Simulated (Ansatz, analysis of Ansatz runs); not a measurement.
# BaH2 (Pnma), nudged elastic band: V_H hop (3.0 Å) (q = +1)

How high is the barrier when H changes place in BaH2 (Pnma)? The case: V_H hop (3.0 Å), charge +1, in a cell of 48 host atoms with 1 H taken out.

Calculated with Ansatz 0.2.0; plane-wave PAW DFT, LDA; nudged elastic band between two relaxed defect structures at fixed charge in a uniform background.

## 1. Starting point

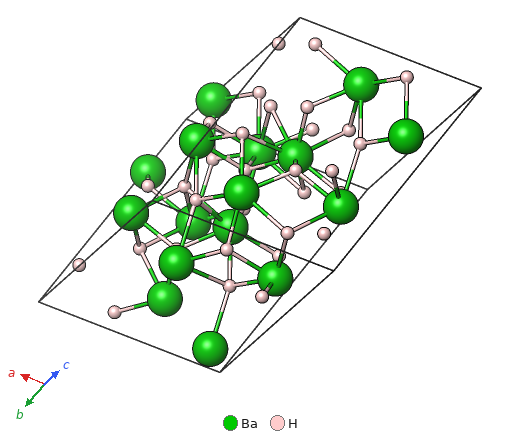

Start, viewed from a free direction; barium green, hydrogen pink. Bonds to atoms that aren't drawn are left out.

The cell holds 47 atoms: 16 Ba and 31 H. Its edges and angles: a = 10.845 Å, b = 10.845 Å, c = 10.845 Å, α = 105.9°, β = 135.9°, γ = 90.4°. It derives from BaH2 (space group Pnma). Nearest the centre at fractional (0.687, 0.342, 0.655): H46 at 1.52 Å, Ba7 at 2.13 Å, Ba11 at 2.27 Å, H28 at 2.81 Å, H20 at 2.98 Å, Ba4 at 3.11 Å, H44 at 3.26 Å, H21 at 3.27 Å. The cell carries charge +1.

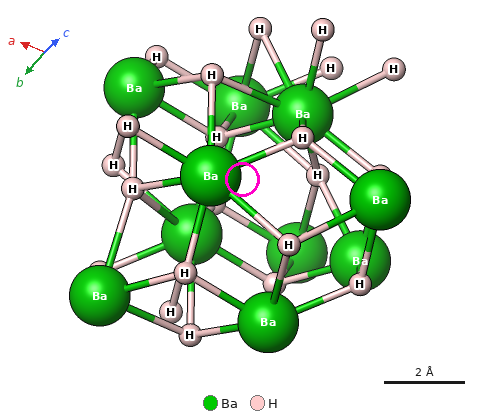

The atoms within 5 Å of the centre. A ring marks the middle of the ideal hop wherever no atom is near it.

The cell's shortest repeat is 8.1 Å.

## 2. Relaxation of the start point, charge +1

The ends come first: from an unrelaxed start the top is counted from too high an energy, and the barrier comes out too low. Small random displacements break the symmetry of the ideal sites, so that the defect can distort if it gains by it. The charge of +1 is set by the electron count, and a uniform background keeps the cell neutral.

Contents of qp1.start/input.yaml:

```yaml
crystal:
  lattice:
    - [-6.53156124, 4.07331751, 7.63914472]
    - [6.53156124, -4.07331751, 7.63914472]
    - [6.53156124, 4.07331751, -7.63914472]
  atoms:
    - { symbol: Ba, position: [0.31925945, 0.07412116, 0.0048617] }
    - { symbol: Ba, position: [0.31925945, 0.57412116, 0.5048617] }
    - { symbol: Ba, position: [0.81925945, 0.07412116, 0.5048617] }
    - { symbol: Ba, position: [0.81925945, 0.57412116, 0.0048617] }
    - { symbol: Ba, position: [0.18074055, 0.42587884, 0.9951383] }
    - { symbol: Ba, position: [0.18074055, 0.92587884, 0.4951383] }
    - { symbol: Ba, position: [0.68074055, 0.42587884, 0.4951383] }
    - { symbol: Ba, position: [0.68074055, 0.92587884, 0.9951383] }
    - { symbol: Ba, position: [0.18074055, 0.18560225, 0.2548617] }
    - { symbol: Ba, position: [0.18074055, 0.68560225, 0.7548617] }
    - { symbol: Ba, position: [0.68074055, 0.18560225, 0.7548617] }
    - { symbol: Ba, position: [0.68074055, 0.68560225, 0.2548617] }
    - { symbol: Ba, position: [0.31925945, 0.31439775, 0.7451383] }
    - { symbol: Ba, position: [0.31925945, 0.81439775, 0.2451383] }
    - { symbol: Ba, position: [0.81925945, 0.31439775, 0.2451383] }
    - { symbol: Ba, position: [0.81925945, 0.81439775, 0.7451383] }
    - { symbol: H, position: [0.46988562, 0.10861387, 0.88872825] }
    - { symbol: H, position: [0.46988562, 0.60861387, 0.38872825] }
    - { symbol: H, position: [0.96988562, 0.10861387, 0.38872825] }
    - { symbol: H, position: [0.96988562, 0.60861387, 0.88872825] }
    - { symbol: H, position: [0.03011438, 0.39138613, 0.11127175] }
    - { symbol: H, position: [0.03011438, 0.89138613, 0.61127175] }
    - { symbol: H, position: [0.53011438, 0.89138613, 0.11127175] }
    - { symbol: H, position: [0.03011438, 0.41884263, 0.63872825] }
    - { symbol: H, position: [0.03011438, 0.91884263, 0.13872825] }
    - { symbol: H, position: [0.53011438, 0.41884263, 0.13872825] }
    - { symbol: H, position: [0.53011438, 0.91884263, 0.63872825] }
    - { symbol: H, position: [0.46988562, 0.08115737, 0.36127175] }
    - { symbol: H, position: [0.46988562, 0.58115737, 0.86127175] }
    - { symbol: H, position: [0.96988562, 0.08115737, 0.86127175] }
    - { symbol: H, position: [0.96988562, 0.58115737, 0.36127175] }
    - { symbol: H, position: [0.33911477, 0.13913338, 0.55001861] }
    - { symbol: H, position: [0.33911477, 0.63913338, 0.05001861] }
    - { symbol: H, position: [0.83911477, 0.13913338, 0.05001861] }
    - { symbol: H, position: [0.83911477, 0.63913338, 0.55001861] }
    - { symbol: H, position: [0.16088523, 0.36086662, 0.44998139] }
    - { symbol: H, position: [0.16088523, 0.86086662, 0.94998139] }
    - { symbol: H, position: [0.66088523, 0.36086662, 0.94998139] }
    - { symbol: H, position: [0.66088523, 0.86086662, 0.44998139] }
    - { symbol: H, position: [0.16088523, 0.21090384, 0.80001861] }
    - { symbol: H, position: [0.16088523, 0.71090384, 0.30001861] }
    - { symbol: H, position: [0.66088523, 0.21090384, 0.30001861] }
    - { symbol: H, position: [0.66088523, 0.71090384, 0.80001861] }
    - { symbol: H, position: [0.33911477, 0.28909616, 0.19998139] }
    - { symbol: H, position: [0.33911477, 0.78909616, 0.69998139] }
    - { symbol: H, position: [0.83911477, 0.28909616, 0.69998139] }
    - { symbol: H, position: [0.83911477, 0.78909616, 0.19998139] }
total_charge: 1
basis:
  ecutwfc: 420
  xc_grid: 2
hamiltonian:
  xc: lda
kpoints:
  mp_grid: { grid: [1, 1, 1], shift: [0.25, 0.25, 0.25] }
scf:
  occupations: { method: fixed }
  max_iter: 80
output:
  forces: true
relax:
  f_tol: 0.02
  max_steps: 70
  random_displacement: { amplitude: 0.03, seed: 9864 }
```

On the command line:

```sh
ansatz run input.yaml --threads 4 --pin off --max-ram 7536MiB --backend cpu --events-out ev --progress --plain --runs-dir out
```

Numbers of over 12 decimals in the logs are rounded to 6 here.

The log of the run:

```text
[... repeated set-up lines and file paths are left out, and long positions are rounded to six places ...]
The last accepted step is kept in <dir> (removed where the run ends without a failure and the disk answers)
Engine: ansatz 0.2.0, aarch64-unknown-linux-gnu
Pseudopotentials: kind: paw
Pseudopotential: Ba, paw, valence charge 10, recommended cutoff 420 eV (normal), Ba.paw.azcp
Pseudopotential: H, paw, valence charge 1, recommended cutoff 420 eV (normal), H.paw.azcp
Functional definition: SPW92
  exchange = slater_x
  correlation = pw_c
Crystal: 47 atoms, lattice volume = 812.962 Å³
Basis set: ecut = 420 eV, 15881 PW (Γ), exchange–correlation on 150×150×150 points (8 copies of the dense FFT grid, shifted against one another)
Bands: 142, of which v1, the nominal top of the filled ones, is band 95 counted from 1 (94 counted from 0)
Symmetry: 1 space group operations
k-points: 1
Non-local potential: Ba, projectors of the file, l = 0: 3, l = 1: 2, l = 2: 2, l = 3: 2
Non-local potential: H, projectors of the file, l = 0: 2, l = 1: 1
PAW form: soft (Blöchl's): semilocal exchange-correlation on the pseudo side does not see the compensation charge
PAW frozen core: Ba, regenerated for the run's functional, and the local potential with it (the file was generated under x = pbe(κ = 0.804, μ = 0.219515), c = pbe(β = 0.066725))
PAW one-centre angular grid: Ba, 194 points (default); XC on 64 Gauss nodes
PAW one-centre angular grid: H, 110 points (default); XC on 64 Gauss nodes
Initial density: superposition of atomic densities (neutral atoms scaled as one to the charged cell's electrons: chi_scale 0, normalization atom), corrected by the library's trained network
Initial wavefunctions: pseudopotential atomic-orbital guess
Functional: x = slater, c = lda
SCF iter   1: F=—  HF=-92990.210309 eV  |F-HF|=—  |Δ(HF+E_count)|=         —  Δρ=1.09e-2  dr2=1.34e0  ethr=1.77e-3  ⟨swp⟩=7.0  Hψ=455  notcnv=0  defer=45
preconditioner: auto → Resta (q_TF=auto, 2.141 Å⁻¹)  ε∞=2.8  [insulator: Δε(μ)=2.193 eV  Ē_g=12.092 eV  n_scr=138 (ndim 8)  ℏωp=16.4 eV  f_vac=0.000  ε∞_Penn≈2.8]
SCF iter   2: F=—  HF=-92989.800991 eV  |F-HF|=—  |Δ(HF+E_count)|=   4.09e-1  Δρ=4.20e-3  dr2=2.23e-1  ethr=7.05e-4  ⟨swp⟩=3.0  Hψ=189  notcnv=0  defer=45
SCF iter   3: F=—  HF=-92989.735960 eV  |F-HF|=—  |Δ(HF+E_count)|=   6.50e-2  Δρ=7.93e-4  dr2=1.17e-2  ethr=1.18e-4  ⟨swp⟩=4.0  Hψ=183  notcnv=0  defer=22
automatic band count: iteration 3 solves 119 bands in place of 142: the levels show a gap, and the empty bands left out lie too high to hold charge; the band table lists the bands solved (type scf.n_extra_bands for more)
SCF iter   4: F=—  HF=-92989.738184 eV  |F-HF|=—  |Δ(HF+E_count)|=   2.22e-3  Δρ=2.08e-4  dr2=1.06e-3  ethr=6.13e-6  ⟨swp⟩=4.0  Hψ=184  notcnv=0  defer=22
SCF iter   5: F=—  HF=-92989.738839 eV  |F-HF|=—  |Δ(HF+E_count)|=   6.54e-4  Δρ=5.45e-5  dr2=3.91e-5  ethr=5.56e-7  ⟨swp⟩=3.0  Hψ=201  notcnv=0  defer=22
SCF iter   6: F=-92989.738868 eV  HF=-92989.738868 eV  |F-HF|=7.59e-8  |Δ(HF+E_count)|=   2.97e-5  Δρ=1.06e-5  dr2=1.03e-6  ethr=5.26e-9  ⟨swp⟩=5.0  Hψ=413  notcnv=0
SCF 1 converged in 6 iterations: F = -92989.738868 eV  dr2 = 1.03e-6
  greatest PAW one-centre occupation: 0.956 electrons in one spin orbital (limit 2), on the Ba atom at site 3 (counted from 0), in its partial waves of l = 0
relax step   1: F+E_penalty+E_count = -92989.73886837 eV  Δ(F+E_penalty+E_count) = +0.000e0 eV  max|allowed force component| = 7.344e-1 eV/Å  Δτ_max = 0.0000 Å  (6 SCF iters, dr2 threshold 1.00e-5 eV, accepted)
[... the SCF cycles and remarks between the steps are left out from here to the last step ...]
relax step   2: F+E_penalty+E_count = -92990.04881622 eV  Δ(F+E_penalty+E_count) = -3.099e-1 eV  max|allowed force component| = 5.367e-1 eV/Å  Δτ_max = 0.1950 Å  (5 SCF iters, dr2 threshold 3.37e-5 eV, accepted)
relax step   3: F+E_penalty+E_count = -92990.25835868 eV  Δ(F+E_penalty+E_count) = -2.095e-1 eV  max|allowed force component| = 7.649e-2 eV/Å  Δτ_max = 0.2000 Å  (5 SCF iters, dr2 threshold 1.80e-5 eV, accepted)
SCF iter   1: F=—  HF=-92990.283650 eV  |F-HF|=—  |Δ(HF+E_count)|=         —  Δρ=1.64e-3  dr2=3.07e-2  ethr=1.45e-4  ⟨swp⟩=5.0  Hψ=201  notcnv=0  defer=21
automatic band count: iteration 1 solves 119 bands in place of 142: the levels show a gap, and the empty bands left out lie too high to hold charge; the band table lists the bands solved (type scf.n_extra_bands for more)
SCF iter   2: F=—  HF=-92990.276734 eV  |F-HF|=—  |Δ(HF+E_count)|=   6.92e-3  Δρ=8.58e-4  dr2=8.43e-3  ethr=1.62e-5  ⟨swp⟩=2.0  Hψ=128  notcnv=0  defer=22
SCF iter   3: F=—  HF=-92990.274271 eV  |F-HF|=—  |Δ(HF+E_count)|=   2.46e-3  Δρ=7.19e-5  dr2=5.50e-5  ethr=4.44e-6  ⟨swp⟩=3.0  Hψ=134  notcnv=0  defer=22
SCF iter   4: F=—  HF=-92990.274677 eV  |F-HF|=—  |Δ(HF+E_count)|=   4.06e-4  Δρ=1.79e-5  dr2=3.63e-6  ethr=2.89e-8  ⟨swp⟩=2.0  Hψ=179  notcnv=0  defer=22
SCF iter   5: F=—  HF=-92990.274677 eV  |F-HF|=—  |Δ(HF+E_count)|=   2.40e-7  Δρ=3.66e-6  dr2=1.79e-7  ethr=1.91e-9  ⟨swp⟩=2.0  Hψ=165  notcnv=0  defer=22
SCF iter   6: F=-92990.274677 eV  HF=-92990.274677 eV  |F-HF|=1.06e-9  |Δ(HF+E_count)|=   5.66e-9  Δρ=8.15e-7  dr2=8.33e-9  ethr=5.26e-11  ⟨swp⟩=4.0  Hψ=408  notcnv=0
SCF 4 converged in 6 iterations: F = -92990.274677 eV  dr2 = 8.33e-9
relax step   4: F+E_penalty+E_count = -92990.27467652 eV  Δ(F+E_penalty+E_count) = -1.632e-2 eV  max|allowed force component| = 1.533e-2 eV/Å  Δτ_max = 0.0550 Å  (6 SCF iters, accepted)
SCF converged after 6 iterations
Free energy (F): -92990.274677 eV
Harris-Foulkes:  -92990.274677 eV  (|F-HF|=1.06e-9)
Internal energy: -92990.274677 eV  (E = F + TS)
E sigma→0 (E₀):  -92990.274677 eV
Fermi energy:    4.969974 eV
--- Per-component energies (eV) ---
  E_band       = -935.691053
  E_kinetic    = 3106.916356
  E_local      = -4851.860877  (includes V_loc(G=0)·N_el)
  E_nonlocal   = 1000.062081
  E_hartree    = 1487.250670
  E_xc         = -2943.893953
  E_vxc        = -2530.719252  (∫ρ·V_xc dr)
  E_paw        = -80935.669799  (= ΣΔE_a)
  E_vpaw       = -634.557197  (= ΣTr[D̂ρ^β])
  E_aug_tail   = -0.033684  (compensation charges beyond the density's cutoff)
  E_ewald      = -9857.565718
  E_core_change = 4.520250  (= ΣΔE_core)
  E_smearing   = -0.000000  (= −TS)
  E_closure    = 0.000000  (closes the sum)
  E_deformation_potential = 14.981233  (in the stress; not in F)
  Σ components = -92990.274677   (vs F -92990.274677, Δ=0.00e0)
--- Forces (eV/Å), atoms counted from 1 ---
  atom   1  Ba     0.00126106     0.00122069     0.00078096
  atom   2  Ba     0.00147841    -0.00160330     0.00990249
  [... 1 atom left out ...]
  atom   4  Ba     0.00188815     0.00015983     0.00911275
  [... 2 atoms left out ...]
  atom   7  Ba    -0.00202002     0.00120996    -0.00282954
  [... 3 atoms left out ...]
  atom  11  Ba     0.00005626    -0.00693209    -0.01403829
  [... 8 atoms left out ...]
  atom  20  H      0.00747049    -0.00331341    -0.00294910
  atom  21  H     -0.00204338     0.00056578     0.00728795
  [... 6 atoms left out ...]
  atom  28  H      0.00082709    -0.00045356    -0.00061631
  [... 9 atoms left out ...]
  atom  38  H     -0.00397392     0.00278690    -0.00277091
  [... 3 atoms left out ...]
  atom  42  H     -0.00049937    -0.00071862    -0.00031600
  [... 1 atom left out ...]
  atom  44  H      0.00205330     0.00591152     0.01023010
  [... 1 atom left out ...]
  atom  46  H      0.00321965    -0.00573688     0.00856789
  [... 1 atom left out ...]
  max |Σ_I F_I| component: 1.12e-5 eV/Å
--- Relaxed structure (4 steps of the walk, 4 accepted, 0 SCFs on fresh bases) ---
  F+E_penalty+E_count = -92990.27467652 eV   max|allowed force component| = 1.533e-2 eV/Å
  atoms:
    - { symbol: Ba, position: [0.322233, 0.077498, 0.007892] }
    - { symbol: Ba, position: [0.313852, 0.582234, 0.503834] }
    [... 1 atom left out ...]
    - { symbol: Ba, position: [0.828132, 0.582559, 0.018081] }
    [... 2 atoms left out ...]
    - { symbol: Ba, position: [0.694260, 0.431462, 0.486582] }
    [... 3 atoms left out ...]
    - { symbol: Ba, position: [0.677347, 0.166829, 0.749137] }
    [... 8 atoms left out ...]
    - { symbol: H, position: [0.965040, 0.604490, 0.881960] }
    - { symbol: H, position: [0.019712, 0.387519, 0.117001] }
    [... 6 atoms left out ...]
    - { symbol: H, position: [0.466860, 0.080237, 0.362877] }
    [... 9 atoms left out ...]
    - { symbol: H, position: [0.649664, 0.358249, 0.923739] }
    [... 3 atoms left out ...]
    - { symbol: H, position: [0.667293, 0.211725, 0.293945] }
    [... 1 atom left out ...]
    - { symbol: H, position: [0.349699, 0.297860, 0.225017] }
    [... 1 atom left out ...]
    - { symbol: H, position: [0.822450, 0.297782, 0.697402] }
    [... 1 atom left out ...]
```

Wall time 28 s (4 threads of Arm Neoverse V2, shared host); peak memory 0.85 GiB.

Relaxation path:

| step | energy less that of the first step (eV) | largest force component (eV/Å) |
| --- | --- | --- |
| 1 | 0.0000 | 0.7344 |
| 2 | -0.3099 | 0.5367 |
| 3 | -0.5195 | 0.0765 |
| 4 | -0.5358 | 0.0153 |

The atoms that moved most (Å, from the sites as typed, ahead of the random displacement, the mean shift of all atoms taken out):

| atom | dx | dy | dz | length |
| --- | --- | --- | --- | --- |
| Ba7 | -0.109 | 0.000 | 0.210 | 0.236 |
| H38 | -0.116 | -0.140 | 0.094 | 0.204 |
| H36 | -0.119 | 0.139 | 0.091 | 0.204 |
| Ba9 | -0.140 | -0.042 | -0.129 | 0.196 |
| H44 | 0.151 | 0.112 | -0.045 | 0.193 |
| Ba11 | -0.139 | 0.042 | -0.127 | 0.193 |
| H46 | 0.148 | -0.112 | -0.042 | 0.190 |
| H21 | 0.079 | -0.001 | -0.154 | 0.173 |

Neighbours of H46 at the end:

| atom | distance (Å) |
| --- | --- |
| Ba11 | 2.545 |
| Ba7 | 2.559 |
| Ba5 | 2.583 |
| Ba3 | 2.688 |
| H28 | 2.945 |
| H30 | 3.028 |
| H20 | 3.047 |
| H21 | 3.129 |
| H24 | 3.163 |
| H40 | 3.163 |
| H42 | 3.164 |

Numbers from this step:

```
free energy                                                                                       : -92990.2747 eV
largest move from the ideal geometry of this structure, a common shift of the far atoms taken out : 0.2333 Å
```

The relaxation gained 0.536 eV and ended with a largest force component of 0.015 eV/Å.

[end of part 1 of 4]

[Logs are printed without paths, hosts, clocks, repeated set-up lines and the standing remarks that a program may print on its own settings, such as how far it seeks lower states.]

[Hosts, paths, dates, database ids (printed as entryN), source tags and the programs' standing remarks are cut or masked in the printed files.]
